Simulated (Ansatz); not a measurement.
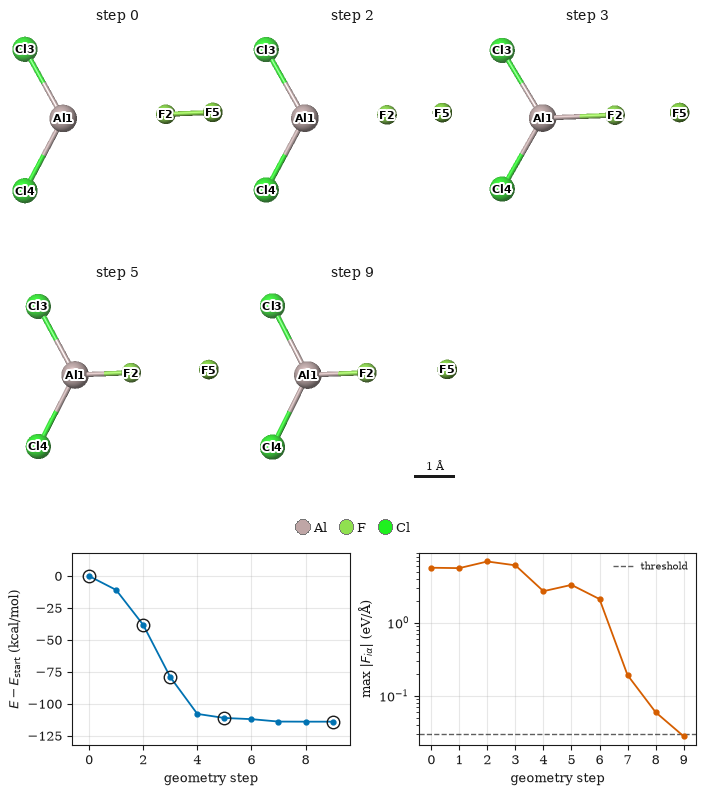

Frames of a relaxation of AlCl₂F₂ (multiplicity 2), marked on the history of the run. A ball-and-stick model, seen at a tilt.

The run prepares an end point of a later path (reaction) calculation, from a guessed geometry.

The calculation used UKS r2SCAN/def2-SVP in Ansatz 0.2.0. (collinear spin; force threshold 0.03 eV/Å; at most 50 steps)

> What happens along the run?

The atom that moves furthest after the best rigid fit is F2 (0.96 Å). By element the largest moves are F 0.96 Å, Cl 0.35 Å, Al 0.27 Å. Near-neighbour distances that change, for instance: Al1–F2 2.887 → 1.657 Å, F2–F5 1.321 → 2.261 Å, Al1–Cl3 2.113 → 2.072 Å. New bonds form, among them: Al1–F2 (2.89 → 1.66 Å). Bonds break, among them: F2–F5 (1.32 → 2.26 Å). Among the angles between lasting bonds that change: Cl3–Al1–Cl4 118.9° → 122.6°. Over 9 geometry steps the energy falls by 113.9 kcal/mol. Largest force component: 5.6 eV/Å at the start, 0.028 eV/Å at the end. Cost: 63 s on 4 threads of Arm Neoverse V2, with other jobs on the host, peak memory 0.25 GiB. From step 0 to 2: F2 moves most (0.39 Å), energy −38.2 kcal/mol. From step 2 to 3: F2 moves most (0.19 Å), energy −40.8 kcal/mol. From step 3 to 5: F2 moves most (0.39 Å), energy −32.0 kcal/mol. From step 5 to 9: F5 moves most (0.09 Å), energy −2.89 kcal/mol.

```tsv
step	E − E(0), kcal/mol	largest force component, eV/Å
0	0.00	5.6448
1	-10.87	5.5782
2	-38.17	6.8754
3	-78.99	6.0920
4	-107.80	2.6972
5	-110.99	3.2893
6	-111.91	2.1040
7	-113.81	0.1916
8	-113.88	0.0596
9	-113.89	0.0280
```

Limits of the set-up: the start holds two separate molecules, 2.9 Å apart at their closest, whose relative position is a soft coordinate and is computed without a dispersion correction.
